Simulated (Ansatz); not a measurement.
```xyz
5

B    -0.5430   -2.3398   -0.1823
Cl   -1.7955   -3.5413   -0.2793
Si    1.1906   -1.6513   -0.8577
Si    0.0383   -0.7155    0.7492
H    -0.5080    0.1503    1.8618
```

Geometry: PBE-D3(BJ)/def2-SVP.

These are results of isolated molecule in a Gaussian basis; Kohn-Sham density functional theory, functional PBE0 in Ansatz 0.2.0, not measurements.

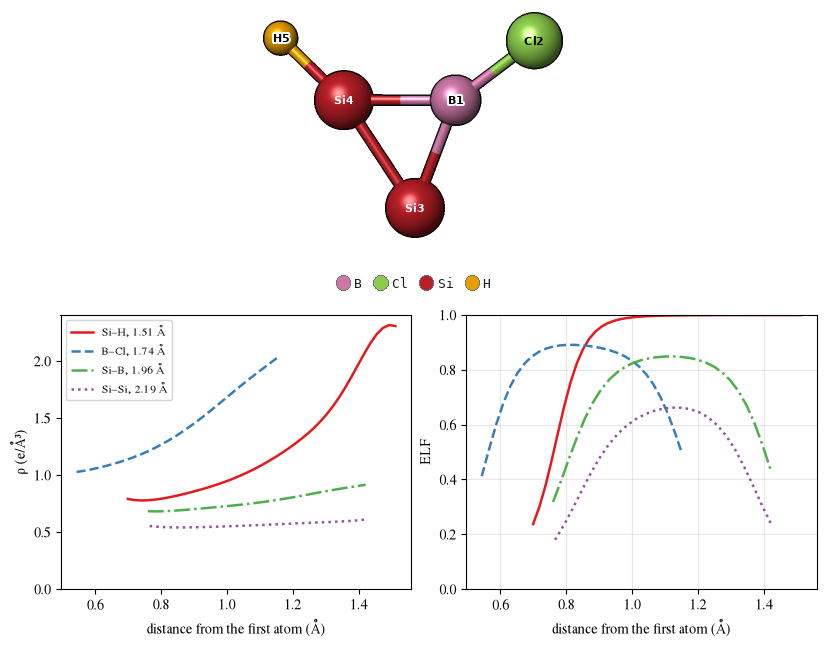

BClHSi2 (SMILES ClB1[Si]=[SiH]1) (doublet). Total electron density and ELF along straight lines between neighbouring atoms. The curves leave out the atomic cores. The structure is drawn too.

> What can be read from the curves?

Si–H (1.51 Å): ρ is about 0.78 e/Å³ halfway; the ELF climbs to about 1 towards the hydrogen, as it does in any bond to H.
B–Cl (1.74 Å): ρ is about 1.4 e/Å³ halfway; the ELF peaks at about 0.90 between the atoms (a shared but strongly polarised pair).
Si–B (1.96 Å): the density is about 0.72 e/Å³ at the midpoint; the ELF peaks at about 0.85 between the atoms, as expected for a shared electron pair.
Si–Si (2.19 Å): ρ is about 0.56 e/Å³ halfway; the ELF peaks at about 0.65 between the atoms.
